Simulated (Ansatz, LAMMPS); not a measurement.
# Relaxing amorphous HfO2 at 7.31 g/cm^3 (78 atoms), part 2 of 4

How does amorphous HfO2 at 7.31 g/cm^3 (78 atoms) relax, and what do bonds, charges and levels look like afterwards?

Ansatz 0.2.0; Kohn-Sham DFT, PBE, PAW (set soft_2), plane waves.

The cell: 26 Hf and 52 O. The quench rate of 50 K/ps far exceeds what a furnace or splat quench reaches. The starting topology of bonds comes from the classical model. Only the Γ point is sampled in the main run, in a cell whose shortest periodic width is 11 Å. Spin–orbit coupling is left out.

So far. Step 3 (Single point at the start): Neighbours are counted within 2.82 Å (O-Hf).

### 4. Relaxation

The atoms are relaxed in the fixed cell, aiming at the force tolerance of the input.

input.yaml reads:

```yaml
crystal:
  lattice:
    - [10.7525, 0.0, 0.0]
    - [0.0, 10.7525, 0.0]
    - [0.0, 0.0, 10.7525]
  atoms:
    [... the 78 atom lines of step 3 ...]
kpoints:
  mp_grid: { grid: [1, 1, 1] }
hamiltonian:
  xc: pbe
scf:
  occupations: { method: fermi_dirac, width: 0.025 }
output:
  forces: true
relax:
  f_tol: 0.04
  max_steps: 250
```

The run is started by

```console
$ ansatz run input.yaml --threads 4 --pin off --max-ram 8192MiB --backend cpu --events-out ev --progress --plain --runs-dir out
```

Numbers of over 12 decimals in the logs are rounded to 6 here.

Log:

```text
[...]
Crystal: 78 atoms, lattice volume = 1243.164 Å³
Basis set: ecut = 420 eV, 24207 PW (Γ), exchange–correlation on 144×144×144 points (8 copies of the dense FFT grid, shifted against one another)
Bands: 593, of which v1, the nominal top of the filled ones, is band 494 counted from 1 (493 counted from 0)
Symmetry: 1 space group operations
[...]
k-points: 1
[...]
SCF iter   1: F=—  HF=-438383.897275 eV  |F-HF|=—  |Δ(HF+E_count)|=         —  Δρ=4.06e-3  dr2=2.05e-1  ethr=1.77e-3  ⟨swp⟩=5.0  Hψ=1851  notcnv=0  defer=70
[...]
SCF iter   8: F=-438383.890268 eV  HF=-438383.890272 eV  |F-HF|=4.20e-6  |Δ(HF+E_count)|=   1.12e-5  Δρ=1.75e-5  dr2=6.52e-6  ethr=4.05e-9  ⟨swp⟩=4.0  Hψ=1927  notcnv=0
SCF 1 converged in 8 iterations: F = -438383.890268 eV  dr2 = 6.52e-6
[...]
relax step   1: F+E_penalty+E_count = -438383.89026820 eV  Δ(F+E_penalty+E_count) = +0.000e0 eV  max|allowed force component| = 1.982e0 eV/Å  Δτ_max = 0.0000 Å  (8 SCF iters, dr2 threshold 4.00e-5 eV, accepted)
[...]
relax step   2: F+E_penalty+E_count = -438385.35264282 eV  Δ(F+E_penalty+E_count) = -1.462e0 eV  max|allowed force component| = 1.069e0 eV/Å  Δτ_max = 0.1750 Å  (7 SCF iters, dr2 threshold 1.00e-4 eV, accepted)
[...]
relax step   3: F+E_penalty+E_count = -438385.90648565 eV  Δ(F+E_penalty+E_count) = -5.538e-1 eV  max|allowed force component| = 5.238e-1 eV/Å  Δτ_max = 0.0621 Å  (6 SCF iters, dr2 threshold 7.14e-5 eV, accepted)
relax step   4: F+E_penalty+E_count = -438386.57202104 eV  Δ(F+E_penalty+E_count) = -6.655e-1 eV  max|allowed force component| = 3.906e-1 eV/Å  Δτ_max = 0.2000 Å  (7 SCF iters, dr2 threshold 6.59e-5 eV, accepted)
relax step   5: F+E_penalty+E_count = -438386.78884953 eV  Δ(F+E_penalty+E_count) = -2.168e-1 eV  max|allowed force component| = 1.694e-1 eV/Å  Δτ_max = 0.2000 Å  (7 SCF iters, dr2 threshold 3.66e-5 eV, accepted)
relax step   6: F+E_penalty+E_count = -438386.89627280 eV  Δ(F+E_penalty+E_count) = -1.074e-1 eV  max|allowed force component| = 1.245e-1 eV/Å  Δτ_max = 0.2000 Å  (9 SCF iters, dr2 threshold 5.40e-6 eV, accepted)
relax step   7: F+E_penalty+E_count = -438386.93837580 eV  Δ(F+E_penalty+E_count) = -4.210e-2 eV  max|allowed force component| = 7.524e-2 eV/Å  Δτ_max = 0.2000 Å  (8 SCF iters, dr2 threshold 2.91e-6 eV, accepted)
relax step   8: F+E_penalty+E_count = -438386.95196608 eV  Δ(F+E_penalty+E_count) = -1.359e-2 eV  max|allowed force component| = 2.002e-1 eV/Å  Δτ_max = 0.1953 Å  (8 SCF iters, dr2 threshold 2.07e-6 eV, accepted)
relax step   9: F+E_penalty+E_count = -438386.99559150 eV  Δ(F+E_penalty+E_count) = -4.363e-2 eV  max|allowed force component| = 9.929e-2 eV/Å  Δτ_max = 0.2000 Å  (7 SCF iters, dr2 threshold 1.46e-5 eV, accepted)
relax step  10: F+E_penalty+E_count = -438386.97143776 eV  Δ(F+E_penalty+E_count) = +2.415e-2 eV  max|allowed force component| = 3.965e-1 eV/Å  Δτ_max = 0.1519 Å  (8 SCF iters, dr2 threshold 2.43e-6 eV, rejected (line search))
relax step  11: F+E_penalty+E_count = -438387.00931151 eV  Δ(F+E_penalty+E_count) = -1.372e-2 eV  max|allowed force component| = 7.794e-2 eV/Å  Δτ_max = 0.0759 Å  (9 SCF iters, accepted)
relax step  12: F+E_penalty+E_count = -438387.01223445 eV  Δ(F+E_penalty+E_count) = -2.923e-3 eV  max|allowed force component| = 8.360e-2 eV/Å  Δτ_max = 0.0616 Å  (9 SCF iters, accepted)
relax step  13: F+E_penalty+E_count = -438387.01392938 eV  Δ(F+E_penalty+E_count) = -1.695e-3 eV  max|allowed force component| = 1.641e-2 eV/Å  Δτ_max = 0.0354 Å  (6 SCF iters, dr2 threshold 4.31e-6 eV, accepted)
[...]
relax step  14: F+E_penalty+E_count = -438387.01393207 eV  Δ(F+E_penalty+E_count) = -2.696e-6 eV  max|allowed force component| = 1.642e-2 eV/Å  Δτ_max = 0.0000 Å  (4 SCF iters, accepted)
SCF converged after 4 iterations
Free energy (F): -438387.013932 eV
[...]
Internal energy: -438387.013932 eV  (E = F + TS)
E sigma→0 (E₀):  -438387.013932 eV
Fermi energy:    10.451086 eV
[...]
--- Forces (eV/Å), atoms counted from 1 ---
  atom   1  Hf    -0.00339544    -0.00379215    -0.00261797
  atom   2  Hf    -0.00016426     0.00153910    -0.00277849
  atom   3  Hf    -0.00003880    -0.00650440    -0.00366196
  atom   4  Hf     0.00899756    -0.00062543    -0.00486141
  atom   5  Hf     0.00342928     0.00781795    -0.00457514
  atom   6  Hf     0.00325976     0.00158104     0.00665343
  atom   7  Hf     0.01316322    -0.00360161     0.00479674
  atom   8  Hf     0.01145243     0.00246938    -0.00195814
  atom   9  Hf     0.00767785    -0.00801771     0.01148033
  atom  10  Hf    -0.00105725    -0.00505107    -0.00785434
  atom  11  Hf    -0.00394231    -0.00505025    -0.00314619
  atom  12  Hf    -0.01431075    -0.00864744     0.00050184
  atom  13  Hf     0.00471523    -0.00449047    -0.00556526
  atom  14  Hf    -0.00402219     0.00700989    -0.00189486
[...]
atom  77  O      0.00161082    -0.00310681     0.00209815
  atom  78  O     -0.00285051     0.00256590    -0.00298732
  max |Σ_I F_I| component: 2.57e-4 eV/Å
--- Relaxed structure (14 steps of the walk, 13 accepted, 0 SCFs on fresh bases) ---
  F+E_penalty+E_count = -438387.01393207 eV   max|allowed force component| = 1.642e-2 eV/Å
  atoms:
    - { symbol: Hf, position: [0.483805, 0.603777, 0.960214] }
    - { symbol: Hf, position: [0.733013, 0.152136, 0.080199] }
    - { symbol: Hf, position: [0.846230, 0.767112, 0.467252] }
    - { symbol: Hf, position: [0.249656, 0.838766, 0.801840] }
[...]
- { symbol: O, position: [0.575285, 0.213247, 0.731158] }
```

Wall time 7.9 min (4 threads of Arm Neoverse N1, shared host); peak memory 2 GiB; 30 min of CPU time.

Step by step:

| step | energy less that of the first step (eV) | largest force component (eV/Å) |
| --- | --- | --- |
| 1 | 0.0000 | 1.9820 |
| 2 | -1.4624 | 1.0692 |
| 3 | -2.0162 | 0.5238 |
| 4 | -2.6818 | 0.3906 |
| 5 | -2.8986 | 0.1694 |
| 6 | -3.0060 | 0.1245 |
| 7 | -3.0481 | 0.0752 |
| 8 | -3.0617 | 0.2002 |
| 9 | -3.1053 | 0.0993 |
| 10 | -3.0812 | 0.3965 |
| 11 | -3.1190 | 0.0779 |
| 12 | -3.1220 | 0.0836 |
| 13 | -3.1237 | 0.0164 |
| 14 | -3.1237 | 0.0164 |

Relaxation step 10 was tried and not accepted.

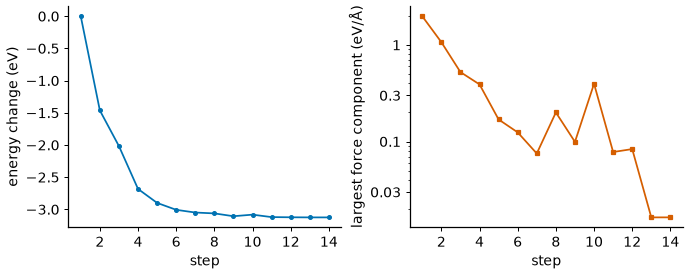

Energy and largest force along the relaxation.

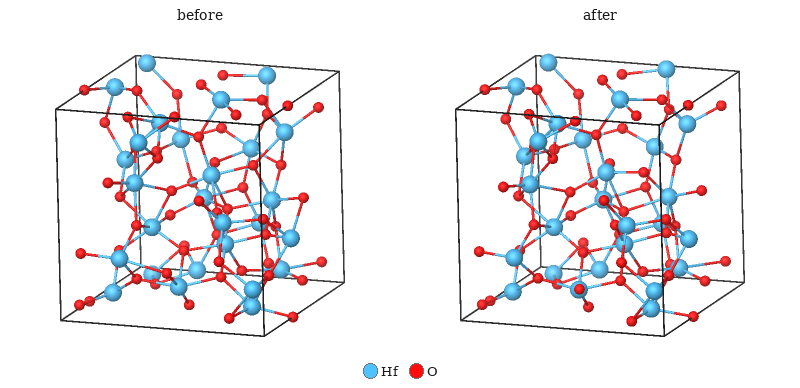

The structure before and after the relaxation, drawn at the same scale. Bonds to atoms that aren't drawn are left out.

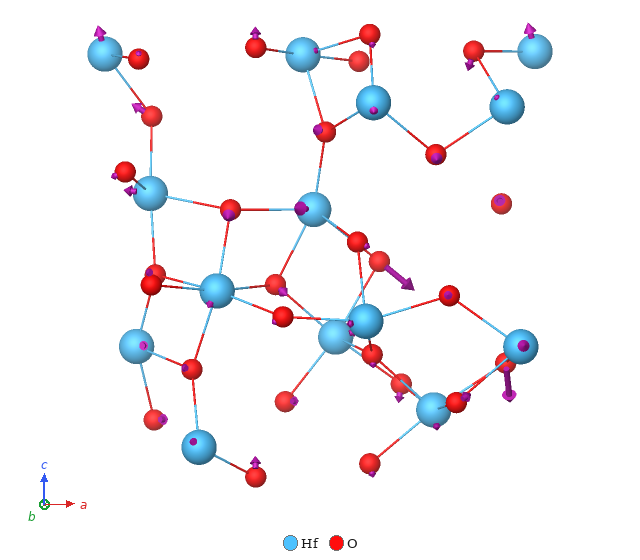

Displacements in the relaxation, exaggerated; the longest in the cell stands for 1.02 Å. Drawn is a slice 5 Å thick, seen along the normal of the ac plane. Bonds to atoms that aren't drawn are left out.

The atoms that moved most (Å):

| atom | dx | dy | dz | length |
| --- | --- | --- | --- | --- |
| O73 | 0.122 | 0.698 | -0.727 | 1.015 |
| O52 | 0.574 | 0.120 | -0.478 | 0.757 |
| O33 | 0.439 | -0.338 | -0.270 | 0.616 |
| Hf4 | -0.378 | -0.001 | 0.317 | 0.494 |
| Hf18 | -0.264 | -0.383 | 0.054 | 0.468 |
| O76 | -0.192 | -0.166 | 0.301 | 0.394 |
| O35 | 0.150 | -0.202 | 0.279 | 0.376 |
| Hf3 | 0.194 | 0.290 | -0.071 | 0.356 |

The relaxation changed the energy by -40.0 meV/atom, and atoms moved by 0.26 Å r.m.s., 1.0 Å at most.

### 5. Local order after relaxation

Bonds before and after, by the cutoffs listed below:

| pair | bonds before | bonds after | mean before (Å) | mean after (Å) | spread before (Å) | spread after (Å) |
| --- | --- | --- | --- | --- | --- | --- |
| O-Hf | 150 | 146 | 2.151 | 2.127 | 0.121 | 0.137 |

Density 7.31 g/cm³, 15.94 Å³ an atom.

g(r), total and by pair (bins of 0.2 Å):

| r (Å) | total | O-O | O-Hf | Hf-Hf |
| --- | --- | --- | --- | --- |
| 1.90 | 0.89 | 0.00 | 2.00 | 0.00 |
| 2.10 | 3.54 | 0.00 | 7.97 | 0.00 |
| 2.30 | 0.76 | 0.00 | 1.71 | 0.00 |
| 2.50 | 0.15 | 0.23 | 0.12 | 0.00 |
| 2.70 | 0.74 | 1.55 | 0.10 | 0.00 |
| 2.90 | 1.56 | 3.47 | 0.05 | 0.00 |
| 3.10 | 1.17 | 2.41 | 0.11 | 0.45 |
| 3.30 | 0.98 | 1.25 | 0.39 | 2.27 |
| 3.50 | 0.65 | 0.75 | 0.44 | 1.07 |
| 3.70 | 1.17 | 0.78 | 1.01 | 3.41 |
| 3.90 | 1.14 | 0.57 | 1.16 | 3.30 |
| 4.10 | 0.98 | 0.75 | 1.13 | 1.29 |
| 4.30 | 0.90 | 0.85 | 1.15 | 0.08 |
| 4.50 | 0.80 | 0.56 | 1.15 | 0.29 |
| 4.70 | 0.97 | 0.60 | 1.49 | 0.40 |
| 4.90 | 0.96 | 0.70 | 1.36 | 0.36 |
| 5.10 | 1.00 | 1.02 | 1.04 | 0.67 |
| 5.30 | 1.04 | 1.14 | 1.10 | 0.36 |

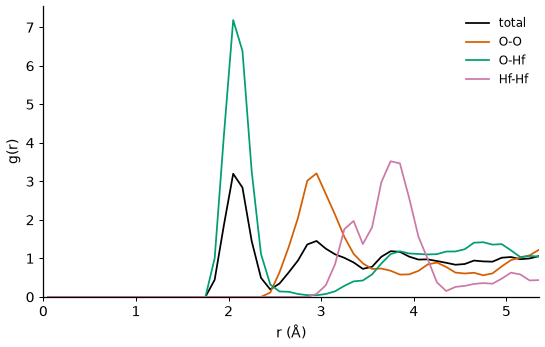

Pair distribution functions, lightly smoothed.

Bonds by pair of elements; cutoffs follow the first minimum of g(r), held within bounds set by covalent radii, and pairs that aren't listed don't count as bonded:

| pair A-B | cutoff (Å) | bonds | mean length (Å) | spread (Å) | shortest (Å) | B about A | A about B |
| --- | --- | --- | --- | --- | --- | --- | --- |
| O-Hf | 2.93 | 146 | 2.13 | 0.137 | 1.91 | 2.81 | 5.62 |

How many atoms have how many bonded neighbours:

| element | mean | 2 | 3 | 4 | 5 | 6 | 7 |
| --- | --- | --- | --- | --- | --- | --- | --- |
| Hf | 5.62 | 0 | 0 | 1 | 9 | 15 | 1 |
| O | 2.81 | 13 | 36 | 3 | 0 | 0 | 0 |

Bond angles, per cent of each kind in bins of 5°:

| angle (°) | O-Hf-O | Hf-O-Hf |
| --- | --- | --- |
| 60–65 | 0.3 | 0.0 |
| 65–70 | 0.9 | 0.0 |
| 70–75 | 4.4 | 0.0 |
| 75–80 | 11.7 | 0.0 |
| 80–85 | 8.8 | 0.7 |
| 85–90 | 14.0 | 2.9 |
| 90–95 | 10.5 | 3.6 |
| 95–100 | 9.9 | 10.1 |
| 100–105 | 5.6 | 10.8 |
| 105–110 | 4.4 | 7.2 |
| 110–115 | 3.5 | 5.0 |
| 115–120 | 2.3 | 7.9 |
| 120–125 | 3.5 | 10.8 |
| 125–130 | 1.2 | 15.8 |
| 130–135 | 0.3 | 9.3 |
| 135–140 | 1.5 | 2.9 |
| 140–145 | 0.6 | 5.8 |
| 145–150 | 3.2 | 2.9 |
| 150–155 | 2.3 | 0.7 |
| 155–160 | 2.9 | 0.7 |
| 160–165 | 2.1 | 1.4 |
| 165–170 | 3.2 | 0.7 |
| 170–175 | 2.3 | 0.0 |
| 175–180 | 0.6 | 0.7 |

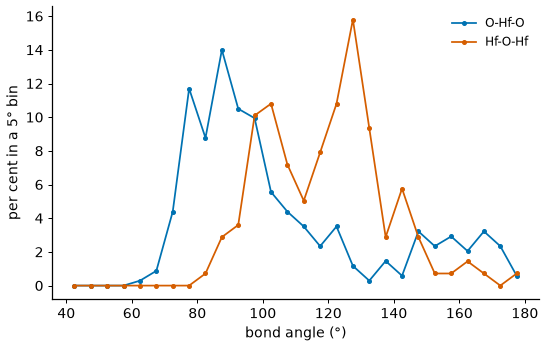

Distributions of the most common bond angles.

Bond angles (no mean is given where the spread exceeds 20°):

| angle | count | mean (°) | spread (°) |
| --- | --- | --- | --- |
| O-Hf-O | 342 | - | - |
| Hf-O-Hf | 139 | 119 | 18.1 |

Bond length by coordination (bonds to H left out):

| element | coordination | atoms | mean bond length (Å) |
| --- | --- | --- | --- |
| Hf | 4 | 1 | 1.97 |
| Hf | 5 | 9 | 2.09 |
| Hf | 6 | 15 | 2.14 |
| Hf | 7 | 1 | 2.25 |
| O | 2 | 13 | 1.98 |
| O | 3 | 36 | 2.14 |
| O | 4 | 3 | 2.31 |

For some of the pairs, g(r) has its first main peak near 2.9 Å (O-O) and 2.1 Å (O-Hf). Counting bonds as in the table, 58 % of Hf atoms have 6 and 69 % of O atoms have 3 bonded neighbours. Bonds at O atoms with 2 neighbours average 1.98 Å, against 2.31 Å at those with 4.

(Continued in part 3 of 4.)

[Logs are printed without paths, hosts, clocks, repeated set-up lines and the standing remarks that a program may print on its own settings, such as how far it seeks lower states.]

[Hosts, paths, dates, database ids (printed as entryN), source tags and the programs' standing remarks are cut or masked in the printed files.]
